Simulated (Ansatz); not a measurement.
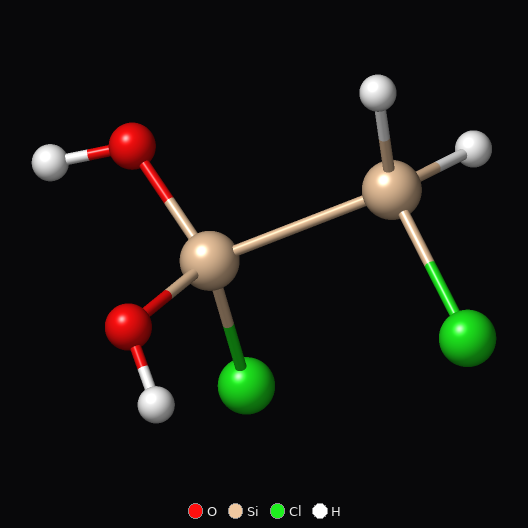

(Drawn from a calculation with Ansatz.)

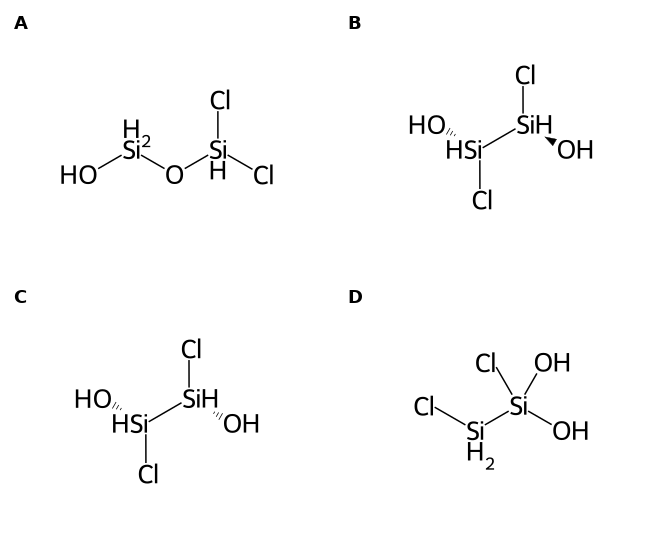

**Which structural formula matches the 3D model?**

D, `O[Si](O)(Cl)[SiH2]Cl`.
